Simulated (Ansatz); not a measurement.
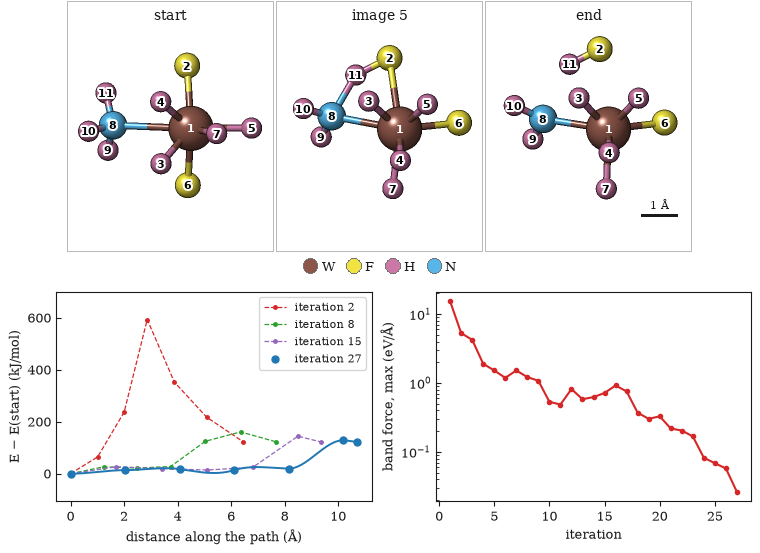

A nudged-elastic-band calculation for WNH7F2. Images are numbered from 0 (start) to 6 (end). The plot follows the band through its iterations. Style: ball-and-stick. Shown at a tilt.

Level of theory: RKS B3LYP/def2-SVP in Ansatz. Set-up: 5 movable images; climbing image; force threshold 0.03 eV/Å; iteration limit 60; starting path through a guess of the saddle point.

**Did the band converge, and can the barrier be trusted?**

The run is converged, with reservations. The band converged in 27 iterations. The largest component of the band force went from 15 to 0.026 eV/Å. The climbing image converged on the top of the path. Its vibrational analysis gives one imaginary mode (438i cm⁻¹), as a transition state must have. The first iteration put the highest image at 958.1 kJ/mol. The highest point, image 5, lies 128.5 kJ/mol above the start and 5.8 kJ/mol above the end; the end is at +122.7 kJ/mol relative to the start. The profile has 2 maxima (images 2, 5) with a dip at image 3 (+13.7 kJ/mol), so the process runs in steps.

The run took 6.7 min on 2 threads of Intel(R) Xeon(R) CPU @ 2.60GHz (Ice Lake), with other jobs on the host, peak memory 0.27 GiB.
